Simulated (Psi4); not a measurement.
# BH2F (SMILES BF) at 4 levels

We compute a comparison of 4 runs (HF/STO-3G, HF/3-21G, B3LYP/6-31G*, TPSSh/cc-pVTZ) of BH2F. 

The calculation is run with Psi4 1.11.

2 further runs of the same task are left out: 2 set aside as unsound or not needed.

## Step 1: Starting point

The species is BH2F (4 atoms), meant as a singlet with charge 0. As SMILES, `BF`. One bond was lengthened or shortened from a relaxed shape.

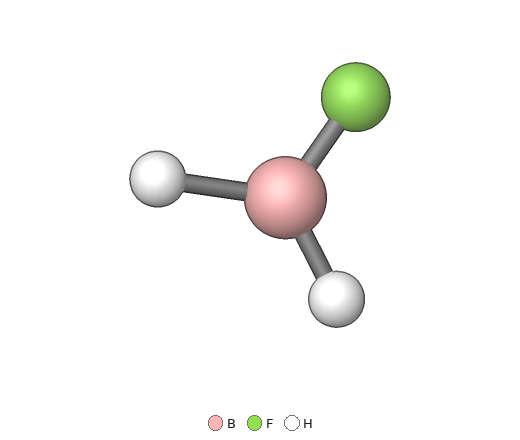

The structure, seen from a chosen angle (boron pink, fluorine green, hydrogen white).

## Step 2: The energy at HF/STO-3G (run 1)

File bfh2.xyz:

```xyz
4
BFH2
B      0.120516     0.092789    -0.063358
F      1.209016    -0.199911     0.617342
H     -1.012500    -0.649100     0.186200
H      0.182016     0.986389    -0.858158
```

File bfh2_ase.py:

```python
import numpy as np
from ase.calculators.psi4 import Psi4
from ase.io import read

mol = read('bfh2.xyz')
calc = Psi4(atoms=mol, method='hf', basis='STO-3G', memory='1600MB', num_threads=1, charge=0, multiplicity=1, label='psi4-calc', reference='rhf')
calc.psi4.set_options({'puream': True, 'e_convergence': 1e-09, 'd_convergence': 1e-08, 'scf_type': 'pk'})
mol.calc = calc

print(f'energy: {mol.get_potential_energy():.6f} eV')
```

Run with:

```bash
$ python bfh2_ase.py
```

psi4-calc.dat:

```text
[...]
  Running in c1 symmetry.
[...]
  Nuclear repulsion =   26.723088041691444
[...]
  Multiplicity = 1
[...]
  Nalpha       = 8
  Nbeta        = 8
[...]
    Number of basis functions: 12
[...]
   @RHF iter   1:  -123.53196258560534   -1.42979e+00   2.05565e-02 DIIS/ADIIS
[...]
   @RHF iter   9:  -123.58014134906327   -2.55795e-13   5.45688e-09 DIIS
[...]
    Orbital Energies [Eh]
    ---------------------
    Doubly Occupied:
       1A    -25.982914     2A     -7.461944     3A     -1.525329
       4A     -0.666366     5A     -0.583545     6A     -0.521462
       7A     -0.520851     8A     -0.383420
[...]
  @RHF Final Energy:  -123.58014134906327
   => Energetics <=
    Nuclear Repulsion Energy =             26.7230880416914438
    One-Electron Energy =                -225.3147959320635323
    Two-Electron Energy =                  75.0115665413088095
    Total Energy =                       -123.5801413490632683
[...]
 Multipole Moments:
 ------------------------------------------------------------------------------------
     Multipole            Electronic (a.u.)      Nuclear  (a.u.)        Total (a.u.)
 ------------------------------------------------------------------------------------
 L = 1.  Multiply by 2.5417464519 to convert [e a0] to [Debye]
 Dipole X            :          1.9910169           -2.0178463           -0.0268295
 Dipole Y            :         -0.3697462            0.4146171            0.0448708
 Dipole Z            :          1.0935242           -1.1447548           -0.0512306
 Magnitude           :                                                    0.0731969
[...]
```

On the terminal:

```text
energy: -3362.786931 eV
```

Wall time 2.2 s (1 thread of Intel Xeon Platinum 8259CL at 2.50GHz (Skylake/Cascade Lake), shared host); peak memory 0.19 GiB.

## Step 3: A single-point energy at HF/3-21G (run 2)

File job.py:

```python
import psi4

psi4.set_memory('1600 MB')
psi4.set_num_threads(1)
psi4.set_output_file('psi4.out', False)

molecule = psi4.geometry("""
B      0.120516     0.092789    -0.063358
F      1.209016    -0.199911     0.617342
H     -1.012500    -0.649100     0.186200
H      0.182016     0.986389    -0.858158
units angstrom
symmetry c1
no_reorient
no_com
""")

psi4.set_options(dict(reference='rhf', puream=True, e_convergence=1e-09, d_convergence=1e-08, scf_type='pk'))

energy_value, wavefunction = psi4.energy('hf/3-21G', return_wfn=True)
psi4.oeprop(wavefunction, 'QUADRUPOLE', 'LOWDIN_CHARGES', 'WIBERG_LOWDIN_INDICES', title='HF')
print(f'hf/3-21G energy: {energy_value:.10f} Eh')
for k, v in sorted(psi4.core.scalar_variables().items()):
    print(f'{k:45s} {v:18.10f}')
```

Run with:

```bash
$ python job.py
```

psi4.out:

```text
[...]
  Running in c1 symmetry.
[...]
  Nuclear repulsion =   26.723088041691444
[...]
  Multiplicity = 1
[...]
  Nalpha       = 8
  Nbeta        = 8
[...]
    Number of basis functions: 22
[...]
   @RHF iter   1:  -124.61314056668287   -8.22423e-01   9.91185e-03 ADIIS/DIIS
[...]
   @RHF iter  10:  -124.63212088794793   -8.52651e-14   1.98292e-09 DIIS
[...]
    Orbital Energies [Eh]
    ---------------------
    Doubly Occupied:
       1A    -26.192899     2A     -7.661071     3A     -1.619513
       4A     -0.778787     5A     -0.699423     6A     -0.666063
       7A     -0.613216     8A     -0.465272
[...]
  @RHF Final Energy:  -124.63212088794793
   => Energetics <=
    Nuclear Repulsion Energy =             26.7230880416914438
    One-Electron Energy =                -225.3179295327756790
    Two-Electron Energy =                  73.9627206031362903
    Total Energy =                       -124.6321208879479343
[...]
 Multipole Moments:
 ------------------------------------------------------------------------------------
     Multipole            Electronic (a.u.)      Nuclear  (a.u.)        Total (a.u.)
 ------------------------------------------------------------------------------------
 L = 1.  Multiply by 2.5417464519 to convert [e a0] to [Debye]
 Dipole X            :        -20.3544757           20.1317059           -0.2227697
 Dipole Y            :          2.0317583           -1.8858805            0.1458778
 Dipole Z            :         -8.8489989            8.6310028           -0.2179961
 Magnitude           :                                                    0.3441351
 L = 2.  Multiply by 1.3450342976 to convert [e a0^2] to [Debye ang]
 Quadrupole XX       :        -61.8949196           51.0176027          -10.8773169
 Quadrupole XY       :          4.4768723           -4.5802308           -0.1033585
[...]
```

Standard output:

```text
hf/3-21G energy: -124.6321208879 Eh
CURRENT ENERGY                                   -124.6321208879
CURRENT REFERENCE ENERGY                         -124.6321208879
DD SOLVATION ENERGY                                 0.0000000000
HF KINETIC ENERGY                                 123.9674894164
HF POTENTIAL ENERGY                              -248.5996103043
HF TOTAL ENERGY                                  -124.6321208879
HF VIRIAL RATIO                                     2.0053613369
NUCLEAR REPULSION ENERGY                           26.7230880417
ONE-ELECTRON ENERGY                              -225.3179295328
PCM POLARIZATION ENERGY                             0.0000000000
PE ENERGY                                           0.0000000000
SCF ITERATION ENERGY                             -124.6321208879
SCF ITERATIONS                                     10.0000000000
SCF TOTAL ENERGY                                 -124.6321208879
TWO-ELECTRON ENERGY                                73.9627206031
```

It took 1.9 s on 1 thread of Intel Xeon Platinum 8259CL at 2.50GHz (Skylake/Cascade Lake), shared host; peak memory 0.18 GiB.

## Step 4: Energy and gradient at B3LYP/6-31G(d) (spherical functions) (run 3)

File job.in:

```
memory 1.6 GB

molecule system {
  0 1
  B
  F 1 1.31676
  H 1 1.3771 2 117.81997
  H 1 1.197502 2 117.80925 3 -179.99794
  units angstrom
  symmetry c1
  no_reorient
  no_com
}

set basis 6-31G*
set reference rks
set puream true
set e_convergence 1e-09
set d_convergence 1e-08
set scf_type pk
set dft_radial_points 99
set dft_spherical_points 590

energy_value, wavefunction = gradient("b3lyp", return_wfn=True)
oeprop(wavefunction, "MAYER_INDICES", "QUADRUPOLE", "DIPOLE")
print_variables()
```

Run with:

```bash
$ psi4 -n 1 job.in job.out
```

job.out:

```text
[...]
  Running in c1 symmetry.
[...]
  Nuclear repulsion =   26.723093240296073
[...]
  Multiplicity = 1
[...]
  Nalpha       = 8
  Nbeta        = 8
[...]
    Number of basis functions: 32
[...]
   @RKS iter   1:  -125.88404195577142   -4.78564e-01   8.91835e-03 ADIIS/DIIS
[...]
   @RKS iter   9:  -125.91425954567811   -1.13687e-13   1.61818e-09 DIIS
[...]
    Orbital Energies [Eh]
    ---------------------
    Doubly Occupied:
       1A    -24.716466     2A     -6.825919     3A     -1.223920
       4A     -0.563565     5A     -0.478007     6A     -0.463573
       7A     -0.437510     8A     -0.317275
[...]
  @RKS Final Energy:  -125.91425954567811
   => Energetics <=
    Nuclear Repulsion Energy =             26.7230932402960732
    One-Electron Energy =                -226.3680241278812559
    Two-Electron Energy =                  86.0556875397123093
    DFT Exchange-Correlation Energy =     -12.3250161978052262
    Empirical Dispersion Energy =           0.0000000000000000
    VV10 Nonlocal Energy =                  0.0000000000000000
    Total Energy =                       -125.9142595456781066
[...]
  -Total Gradient:
     Atom            X                  Y                   Z
    ------   -----------------  -----------------  -----------------
       1        0.000003214100    -0.044529148295     0.024664774582
       2       -0.000001030325    -0.001875597536    -0.000705756344
       3       -0.000000976497     0.048748325239    -0.025412486480
       4       -0.000001206997    -0.002343249046     0.001453786011
[...]
```

Run time: 7.2 s. Hardware: 1 thread of Intel Xeon Platinum 8259CL at 2.50GHz (Skylake/Cascade Lake), shared host; peak memory 0.42 GiB.

## Step 5: The energy at TPSSh/cc-pVTZ (run 4)

bfh2.xyz is that of step 2.

File run.py:

```python
import psi4

psi4.set_memory('1600 MB')
psi4.set_num_threads(1)
psi4.core.set_output_file('psi4.out', False)

with open('bfh2.xyz') as f:
    atoms = ''.join(f.readlines()[2:])
geom = psi4.geometry('0 1\n' + atoms + 'symmetry c1\nno_reorient\nno_com')

options = {'puream': True, 'e_convergence': 1e-09, 'd_convergence': 1e-08, 'scf_type': 'pk', 'dft_radial_points': 99, 'dft_spherical_points': 590}
psi4.set_options(options)

e_tot, wfn = psi4.energy('tpssh/cc-pVTZ', return_wfn=True)
print(f'tpssh/cc-pVTZ energy: {e_tot:.10f} Eh')
```

Run with:

```bash
$ python run.py
```

psi4.out:

```text
[...]
  Running in c1 symmetry.
[...]
  Nuclear repulsion =   26.723088041691444
[...]
  Multiplicity = 1
[...]
  Nalpha       = 8
  Nbeta        = 8
[...]
    Number of basis functions: 88
[...]
   @RKS iter   1:  -125.91896968832354   -5.01193e-01   4.04617e-03 ADIIS/DIIS
[...]
   @RKS iter   9:  -125.96601090119682   -2.33058e-12   3.80859e-09 DIIS
[...]
    Orbital Energies [Eh]
    ---------------------
    Doubly Occupied:
       1A    -24.626182     2A     -6.775287     3A     -1.207071
       4A     -0.548848     5A     -0.461977     6A     -0.448788
       7A     -0.426304     8A     -0.308240
[...]
  @RKS Final Energy:  -125.96601090119682
   => Energetics <=
    Nuclear Repulsion Energy =             26.7230880416914438
    One-Electron Energy =                -226.3435004813138391
    Two-Electron Energy =                  87.4303690137338378
    DFT Exchange-Correlation Energy =     -13.7759674753082724
    Empirical Dispersion Energy =           0.0000000000000000
    VV10 Nonlocal Energy =                  0.0000000000000000
    Total Energy =                       -125.9660109011968245
[...]
 Multipole Moments:
 ------------------------------------------------------------------------------------
     Multipole            Electronic (a.u.)      Nuclear  (a.u.)        Total (a.u.)
 ------------------------------------------------------------------------------------
 L = 1.  Multiply by 2.5417464519 to convert [e a0] to [Debye]
 Dipole X            :        -20.2496343           20.1317059           -0.1179284
 Dipole Y            :          2.0007060           -1.8858805            0.1148255
 Dipole Z            :         -8.7808252            8.6310028           -0.1498224
 Magnitude           :                                                    0.2225730
[...]
```

On the terminal:

```text
tpssh/cc-pVTZ energy: -125.9660109012 Eh
```

Run time: 28 s. Hardware: 1 thread of Intel Xeon Platinum 8259CL at 2.50GHz (Skylake/Cascade Lake), shared host; peak memory 0.99 GiB.

## Step 6: Overview of the runs

| run | level | task | integration grid | energy (Eh) | dipole moment (D) | HOMO energy (eV) | LUMO energy (eV) | wall time |
| --- | --- | --- | --- | --- | --- | --- | --- | --- |
| 1 | HF/STO-3G | energy | – | -123.580141 | 0.19 | -10.43 | 7.52 | 2.2 s |
| 2 | HF/3-21G | energy | – | -124.632121 | 0.87 | -12.66 | 2.92 | 1.9 s |
| 3 | B3LYP/6-31G* (spherical functions) | gradient | 99 radial × 590 angular | -125.914260 | 0.42 | -8.63 | -0.95 | 7.2 s |
| 4 | TPSSh/cc-pVTZ | energy | 99 radial × 590 angular | -125.966011 | 0.57 | -8.39 | -1.59 | 28 s |

## Step 7: Results

```
            quantity          value
 run 4: total energy  -125.96601 Eh
run 4: dipole moment         0.57 D
  run 4: HOMO energy       -8.39 eV
  run 4: LUMO energy       -1.59 eV
run 4: HOMO–LUMO gap        6.80 eV
```

In words: The dipole moment (its size) runs from 0.19 D (HF/STO-3G) to 0.87 D (HF/3-21G). The HOMO–LUMO gap runs from 6.80 eV (TPSSh/cc-pVTZ) to 17.95 eV (HF/STO-3G). The two ends differ in method and basis. Totals of different functionals can't be ranked against each other. In run 1 the basis is minimal, so the values are rough. All runs together took 40 s, the longest 28 s.
